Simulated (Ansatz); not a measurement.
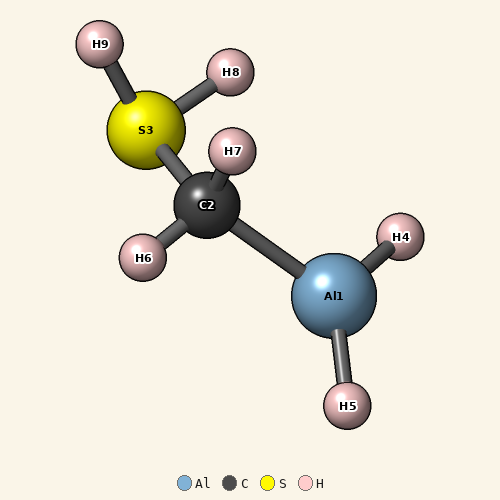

The system is CH₆AlS, SMILES [AlH2][CH2][SH2+], charge +1; the picture shows the grid point nearest to the relaxed geometry. Two internal coordinates are moved rigidly from the geometry relaxed at PBE0-D4/def2-TZVP, all others fixed. First axis: angle H6–C2–H7. Second axis: torsion H4–Al1–C2–S3. The grid has 7 × 5 points. All energies are given in kJ/mol relative to the lowest grid point. Computed with Ansatz, RHF-CCSD(T), frozen core/def2-TZVPP.

Its coordinates:

```yaml
atoms:
  - { symbol: Al, position_ang: [-0.8304, 0.7258, -1.2770] }
  - { symbol: C, position_ang: [0.6172, 0.2427, 0.0652] }
  - { symbol: S, position_ang: [0.7807, -1.5094, 0.3129] }
  - { symbol: H, position_ang: [-2.0595, -0.2541, -1.1790] }
  - { symbol: H, position_ang: [-0.5176, 1.9891, -2.1436] }
  - { symbol: H, position_ang: [1.5937, 0.5668, -0.3071] }
  - { symbol: H, position_ang: [0.4237, 0.7428, 1.0172] }
  - { symbol: H, position_ang: [-0.4684, -1.8581, 0.6908] }
  - { symbol: H, position_ang: [1.2964, -1.6445, 1.5590] }
```

Range: angle H6–C2–H7 from 84.6 to 132.6°; torsion H4–Al1–C2–S3 from 36 to 180°.

Predict the map.

The lowest grid point is at angle H6–C2–H7 = 108.6°, torsion H4–Al1–C2–S3 = 180°. It lies at the edge of the scanned range, so the true minimum may lie outside. The energy also falls towards the edge at angle H6–C2–H7 = 108.6°, torsion H4–Al1–C2–S3 = 36° (0.6 kJ/mol above the lowest), where a further well may lie outside the range. The highest grid point, angle H6–C2–H7 = 84.6°, torsion H4–Al1–C2–S3 = 108°, lies 59.7 kJ/mol above the lowest.

```tsv
torsion H4–Al1–C2–S3 ↓, angle H6–C2–H7 →	84.6	92.6	100.6	108.6	116.6	124.6	132.6
180	40.7	18.2	4.7	0.0	4.4	17.9	40.6
144	50.2	27.1	12.7	7.1	10.5	23.0	44.6
108	59.7	35.1	19.5	13.0	15.8	28.0	49.8
72	55.2	30.5	15.2	9.2	12.8	26.0	49.0
36	42.6	19.4	5.4	0.6	5.3	19.5	43.2
```

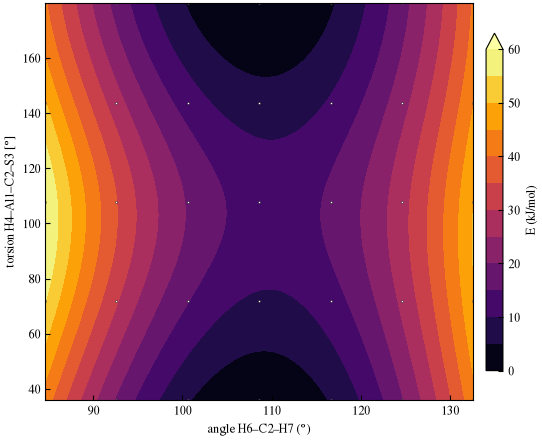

Drawn: filled contours, dots at the grid points, one colour for all values above the top of the scale. Between grid points the surface is interpolated.

Each point was launched as `ansatz run in.yaml --threads 2 --pin off --events-out ev --progress --plain --max-ram 4352MiB`.
